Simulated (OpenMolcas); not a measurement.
**AlNH₄: excited-state calculation (part 2 of 3)**

AlNH₄; NEVPT2/ANO-RCC-VDZP, DKH2 (OpenMolcas 26.06). The geometry comes from this level: GFN2-xTB.

Geometry of the input (Å):
```
N  0.0333  -0.9536  0.0825
Al -0.0241  0.8126  -0.0759
H  0.5450  -1.6048  -0.5026
H  -0.4499  -1.5022  0.7866
H  0.0937  1.5182  -1.4412
H  -0.1981  1.7298  1.1506
```

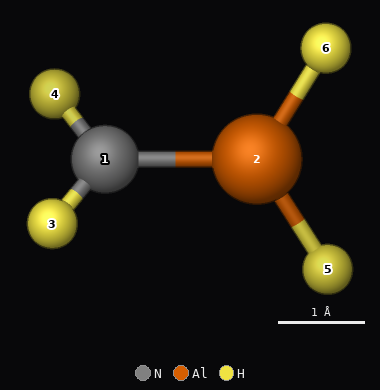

The structure (ball-and-stick view, seen on its broad side; atoms are numbered from 1 in the order of the input). Sticks mark near contacts.

## The program's output, continued
```
      INDEX  ENERGY  OCCUPATION COEFFICIENTS ...
          1  -58.5615    2.0000
                15 AL2    1s     ( 0.9999)
          2  -15.5829    2.0000
                 1 N1     1s     ( 0.9999)
          3   -4.8824    2.0000
                16 AL2    2s     ( 0.9984)
          4   -3.1772    2.0000
                22 AL2    2py    (-0.9941)
          5   -3.1762    2.0000
                19 AL2    2px    (-0.5889)  25 AL2    2pz    ( 0.8047)
          6   -3.1758    2.0000
                19 AL2    2px    ( 0.8077)  25 AL2    2pz    ( 0.5840)
          7   -1.0781    2.0000
                 2 N1     2s     ( 0.4930)   6 N1     2py    (-0.2404)  33 H3     1s     ( 0.3364)  38 H4     1s     ( 0.3357)

          8   -0.6790    2.0000
                 4 N1     2px    (-0.3877)   8 N1     2pz    ( 0.4750)  33 H3     1s     (-0.3704)  38 H4     1s     ( 0.3690)

          9   -0.5339    2.0000
                17 AL2    3s     ( 0.4651)  23 AL2    3py    ( 0.1928)  43 H5     1s     ( 0.3748)  48 H6     1s     ( 0.3740)

         10   -0.6701    1.9774
                 2 N1     2s     (-0.4810)   6 N1     2py    (-0.6405)  23 AL2    3py    ( 0.2750)  33 H3     1s     ( 0.1560)
                38 H4     1s     ( 0.1589)
         11   -0.3694    1.6404
                 4 N1     2px    ( 0.7081)   8 N1     2pz    ( 0.5525)
         12   -0.3826    1.6663
                26 AL2    3pz    (-0.4350)  29 AL2    3d1-   (-0.1208)  43 H5     1s     ( 0.4329)  48 H6     1s     (-0.4338)

         13    0.0209    0.6736
                 4 N1     2px    (-0.2228)  20 AL2    3px    ( 1.0183)
         14    0.6796    0.0225
                 2 N1     2s     ( 0.3825)   3 N1     3s     (-0.3572)   6 N1     2py    ( 0.4534)   7 N1     3py    (-0.5038)
                17 AL2    3s     (-0.3006)  18 AL2    4s     ( 0.1194)  23 AL2    3py    ( 0.6181)  30 AL2    3d0    ( 0.1402)
                32 AL2    3d2+   ( 0.1234)  33 H3     1s     ( 0.1263)  38 H4     1s     ( 0.1327)
         15    0.7243    0.0197
                 4 N1     2px    ( 0.2043)   5 N1     3px    (-0.6308)   8 N1     2pz    ( 0.2224)   9 N1     3pz    (-0.4683)
                20 AL2    3px    ( 0.1534)  26 AL2    3pz    (-0.2469)  28 AL2    3d2-   ( 0.2150)  29 AL2    3d1-   ( 0.1984)
                43 H5     1s     (-0.1633)  48 H6     1s     ( 0.1650)
         16    0.0746    0.0000
                 1 N1     1s     (-0.1334)   2 N1     2s     (-0.9521)   3 N1     3s     (-0.3609)   6 N1     2py    ( 0.5330)
                 7 N1     3py    ( 0.2871)  16 AL2    2s     ( 0.1829)  17 AL2    3s     (-0.6132)  18 AL2    4s     (-0.1361)
                33 H3     1s     ( 0.8272)  34 H3     2s     ( 0.6324)  38 H4     1s     ( 0.8246)  39 H4     2s     ( 0.6307)

--

      Von Neumann Entropy (Root   1) =  0.18870

      Mulliken population analysis for root number:  1
      -----------------------------------------------

++    Molecular charges:
      ------------------

      Mulliken charges per centre and basis function type
      ---------------------------------------------------

                N1      AL2     H3      H4      H5      H6
      1s       1.9993  2.0001  0.8439  0.8421  1.0930  1.0936
      2s       1.3006  1.9920  0.0240  0.0237  0.0028  0.0029
      2px      1.4637  2.0000  0.0362  0.0354  0.0006  0.0007
      2pz      1.3304  1.9987  0.0355  0.0399  0.0101  0.0082
      2py      1.2649  1.9997  0.0254  0.0216  0.0043  0.0061
      3s      -0.0105  0.7979  0.0000  0.0000  0.0000  0.0000
      3px      0.0310  0.1562  0.0000  0.0000  0.0000  0.0000
      3pz      0.0107  0.7451  0.0000  0.0000  0.0000  0.0000
      3py     -0.0025  0.4498  0.0000  0.0000  0.0000  0.0000
      4s       0.0000  0.0049  0.0000  0.0000  0.0000  0.0000
      3d2+     0.0012  0.0218  0.0000  0.0000  0.0000  0.0000
      3d1+     0.0024  0.0028  0.0000  0.0000  0.0000  0.0000
      3d0      0.0007  0.0634  0.0000  0.0000  0.0000  0.0000
      3d1-     0.0079  0.1592  0.0000  0.0000  0.0000  0.0000
      3d2-     0.0045  0.0461  0.0000  0.0000  0.0000  0.0000
      4px      0.0000 -0.0007  0.0000  0.0000  0.0000  0.0000
      4pz      0.0000 -0.0001  0.0000  0.0000  0.0000  0.0000
      4py      0.0000  0.0087  0.0000  0.0000  0.0000  0.0000
      Total    7.4044 12.4456  0.9651  0.9627  1.1107  1.1114

      N-E     -0.4044  0.5544  0.0349  0.0373 -0.1107 -0.1114

      Total electronic charge=   24.000000

      Total            charge=   -0.000000
--

      Expectation values of various properties for root number:  1
      -----------------------------------------------------------

++    Molecular properties:
      ---------------------

      Charge (e):
                      =   -0.0000
      Dipole Moment (debye):
      Origin of the operator (angstrom)=   -0.0043    0.1936   -0.0200
                   X=  5.1467E-02               Y= -1.5310E+00               Z=  1.3446E-01           Total=  1.5377E+00
      Quadrupole Moment (debye*angstrom):
      Origin of the operator (angstrom)=   -0.0043    0.1936   -0.0200
                  XX= -1.8698E+01              XY= -2.1051E-02              XZ= -1.1164E+00              YY= -2.0629E+01
                  YZ= -3.3320E-01              ZZ= -2.3966E+01
      In traceless form (debye*angstrom)
                  XX=  3.5990E+00              XY= -3.1576E-02              XZ= -1.6746E+00              YY=  7.0311E-01
                  YZ= -4.9980E-01              ZZ= -4.3021E+00
--

      LoProp population analysis for root number:  1
      -----------------------------------------------

++    LoProp analysis:
      ----------------

++    Static properties:
      ------------------

      LoProp Charges per center

                   N1       AL2      H3       H4       H5       H6
      Nuclear      7.0000  13.0000   1.0000   1.0000   1.0000   1.0000
      Electronic  -7.7461 -12.3302  -0.7603  -0.7610  -1.2010  -1.2014

      Total       -0.7461   0.6698   0.2397   0.2390  -0.2010  -0.2014
--

      Natural Bond Order analysis for root number:  1

++    Natural Bond Order analysis
      ---------------------------
      Based on LoProp computed density
      -------------------------------------------------------------------------------------
      Atom A       Atom B       Bond Order
      -------------------------------------------------------------------------------------
      NBO located      0.997 non-bonded electrons on atom N1
      NBO located      1.011 non-bonded electrons on atom AL2
      NBO located      0.996 non-bonded electrons on atom AL2
      NBO located      1.000 non-bonded electrons on atom AL2
      NBO located      1.000 non-bonded electrons on atom AL2
      NBO located      1.001 non-bonded electrons on atom AL2
      The remaining    8.004 electrons are to be considered as diffuse
--

--

      Von Neumann Entropy (Root   2) =  1.08794

      Mulliken population analysis for root number:  2
      -----------------------------------------------

++    Molecular charges:
      ------------------

      Mulliken charges per centre and basis function type
      ---------------------------------------------------

                N1      AL2     H3      H4      H5      H6
      1s       1.9994  2.0000  0.8440  0.8422  1.0339  1.0344
      2s       1.3251  1.9921  0.0268  0.0265  0.0004  0.0006
      2px      1.1813  1.9999  0.0281  0.0271  0.0069  0.0069
      2pz      1.1315  1.9987  0.0320  0.0361  0.0101  0.0083
      2py      1.3161  1.9997  0.0258  0.0223  0.0042  0.0060
      3s      -0.0092  0.7845  0.0000  0.0000  0.0000  0.0000
      3px     -0.0193  0.8776  0.0000  0.0000  0.0000  0.0000
      3pz      0.0039  0.7247  0.0000  0.0000  0.0000  0.0000
      3py     -0.0085  0.3985  0.0000  0.0000  0.0000  0.0000
      4s       0.0000  0.0023  0.0000  0.0000  0.0000  0.0000
      3d2+     0.0012  0.0197  0.0000  0.0000  0.0000  0.0000
      3d1+     0.0027  0.0026  0.0000  0.0000  0.0000  0.0000
      3d0      0.0008  0.0592  0.0000  0.0000  0.0000  0.0000
      3d1-     0.0082  0.1193  0.0000  0.0000  0.0000  0.0000
      3d2-     0.0074  0.0519  0.0000  0.0000  0.0000  0.0000
      4px      0.0000 -0.0009  0.0000  0.0000  0.0000  0.0000
      4pz      0.0000 -0.0003  0.0000  0.0000  0.0000  0.0000
      4py      0.0000  0.0072  0.0000  0.0000  0.0000  0.0000
      Total    6.9404 13.0368  0.9568  0.9543  1.0555  1.0562

      N-E      0.0596 -0.0368  0.0432  0.0457 -0.0555 -0.0562

      Total electronic charge=   24.000000

      Total            charge=   -0.000000
--

      Expectation values of various properties for root number:  2
      -----------------------------------------------------------

++    Molecular properties:
      ---------------------

      Charge (e):
                      =   -0.0000
      Dipole Moment (debye):
      Origin of the operator (angstrom)=   -0.0043    0.1936   -0.0200
                   X=  1.9777E-01               Y= -6.7732E+00               Z=  6.0649E-01           Total=  6.8032E+00
      Quadrupole Moment (debye*angstrom):
      Origin of the operator (angstrom)=   -0.0043    0.1936   -0.0200
                  XX= -2.4155E+01              XY= -2.3208E-01              XZ= -1.1211E+00              YY= -2.0125E+01
                  YZ= -3.5845E-01              ZZ= -2.3661E+01
      In traceless form (debye*angstrom)
                  XX= -2.2615E+00              XY= -3.4813E-01              XZ= -1.6817E+00              YY=  3.7829E+00
                  YZ= -5.3767E-01              ZZ= -1.5214E+00
--

      LoProp population analysis for root number:  2
      -----------------------------------------------

++    LoProp analysis:
      ----------------

++    Static properties:
      ------------------

      LoProp Charges per center

                   N1       AL2      H3       H4       H5       H6
      Nuclear      7.0000  13.0000   1.0000   1.0000   1.0000   1.0000
      Electronic  -7.3156 -12.9147  -0.7581  -0.7586  -1.1263  -1.1268

      Total       -0.3156   0.0853   0.2419   0.2414  -0.1263  -0.1268
--

      Natural Bond Order analysis for root number:  2

++    Natural Bond Order analysis
      ---------------------------
      Based on LoProp computed density
      -------------------------------------------------------------------------------------
      Atom A       Atom B       Bond Order
      -------------------------------------------------------------------------------------
      NBO located      0.997 non-bonded electrons on atom N1
      NBO located      1.011 non-bonded electrons on atom AL2
      NBO located      0.996 non-bonded electrons on atom AL2
      NBO located      1.000 non-bonded electrons on atom AL2
      NBO located      1.000 non-bonded electrons on atom AL2
      NBO located      1.000 non-bonded electrons on atom AL2
      The remaining    7.743 electrons are to be considered as diffuse
--

--

      Von Neumann Entropy (Root   3) =  1.17975

      Mulliken population analysis for root number:  3
      -----------------------------------------------

++    Molecular charges:
      ------------------

      Mulliken charges per centre and basis function type
      ---------------------------------------------------

                N1      AL2     H3      H4      H5      H6
      1s       1.9993  2.0001  0.8438  0.8420  0.8722  0.8719
      2s       1.3017  1.9920  0.0258  0.0255 -0.0013 -0.0012
      2px      1.4189  1.9999  0.0357  0.0347  0.0074  0.0074
      2pz      1.3109  1.9984  0.0349  0.0390  0.0103  0.0087
      2py      1.2671  1.9997  0.0257  0.0222  0.0031  0.0047
      3s      -0.0102  0.7972  0.0000  0.0000  0.0000  0.0000
      3px      0.0066  1.0386  0.0000  0.0000  0.0000  0.0000
      3pz      0.0044  0.4008  0.0000  0.0000  0.0000  0.0000
      3py     -0.0025  0.4455  0.0000  0.0000  0.0000  0.0000
      4s       0.0000  0.0047  0.0000  0.0000  0.0000  0.0000
      3d2+     0.0012  0.0219  0.0000  0.0000  0.0000  0.0000
      3d1+     0.0025  0.0030  0.0000  0.0000  0.0000  0.0000
      3d0      0.0007  0.0629  0.0000  0.0000  0.0000  0.0000
      3d1-     0.0076  0.1435  0.0000  0.0000  0.0000  0.0000
      3d2-     0.0076  0.0557  0.0000  0.0000  0.0000  0.0000
      4px      0.0000 -0.0007  0.0000  0.0000  0.0000  0.0000
      4pz      0.0000 -0.0001  0.0000  0.0000  0.0000  0.0000
      4py      0.0000  0.0087  0.0000  0.0000  0.0000  0.0000
      Total    7.3158 12.9717  0.9659  0.9635  0.8916  0.8915

      N-E     -0.3158  0.0283  0.0341  0.0365  0.1084  0.1085

      Total electronic charge=   24.000000

      Total            charge=   -0.000000
--

      Expectation values of various properties for root number:  3
      -----------------------------------------------------------

++    Molecular properties:
      ---------------------

      Charge (e):
                      =   -0.0000
      Dipole Moment (debye):
      Origin of the operator (angstrom)=   -0.0043    0.1936   -0.0200
                   X=  6.0071E-03               Y= -8.8398E-01               Z=  9.4142E-02           Total=  8.8899E-01
      Quadrupole Moment (debye*angstrom):
      Origin of the operator (angstrom)=   -0.0043    0.1936   -0.0200
                  XX= -2.5756E+01              XY= -4.0302E-01              XZ= -1.9217E+00              YY= -1.8790E+01
                  YZ= -1.3850E-01              ZZ= -1.9637E+01
      In traceless form (debye*angstrom)
                  XX= -6.5423E+00              XY= -6.0452E-01              XZ= -2.8825E+00              YY=  3.9064E+00
                  YZ= -2.0775E-01              ZZ=  2.6359E+00
--

      LoProp population analysis for root number:  3
      -----------------------------------------------

++    LoProp analysis:
      ----------------

++    Static properties:
      ------------------

      LoProp Charges per center

                   N1       AL2      H3       H4       H5       H6
      Nuclear      7.0000  13.0000   1.0000   1.0000   1.0000   1.0000
      Electronic  -7.7124 -12.8409  -0.7616  -0.7623  -0.9618  -0.9611

      Total       -0.7124   0.1591   0.2384   0.2377   0.0382   0.0389
--

      Natural Bond Order analysis for root number:  3

++    Natural Bond Order analysis
      ---------------------------
      Based on LoProp computed density
      -------------------------------------------------------------------------------------
      Atom A       Atom B       Bond Order
      -------------------------------------------------------------------------------------
      NBO located      0.997 non-bonded electrons on atom N1
      NBO located      1.011 non-bonded electrons on atom AL2
      NBO located      0.996 non-bonded electrons on atom AL2
      NBO located      1.000 non-bonded electrons on atom AL2
      NBO located      0.999 non-bonded electrons on atom AL2
      NBO located      1.000 non-bonded electrons on atom AL2
      The remaining    7.725 electrons are to be considered as diffuse
--

--

      Average orbitals are written to the RASORB file
      Natural orbitals for root   1 are written to the RASORB.1 file
      Natural orbitals for root   2 are written to the RASORB.2 file
      Natural orbitals for root   3 are written to the RASORB.3 file
      Spin density orbitals for root   1 are written to the SPDORB.1 file
      Spin density orbitals for root   2 are written to the SPDORB.2 file
      Spin density orbitals for root   3 are written to the SPDORB.3 file

--- Stop Module: rasscf /rc=_RC_ALL_IS_WELL_ ---
           step16.RasOrb.2 step16.RasOrb.3 step16.rasscf.h5 step16.SpdOrb.1 step16.SpdOrb.2 step16.SpdOrb.3 xmldump
--- Module rasscf spent 1 second ---

--- Start Module: caspt2 ---

                                              &CASPT2

                       available to each process: 1.9 GB of memory, 1 thread

++    Wave function specifications:
      -----------------------------
```
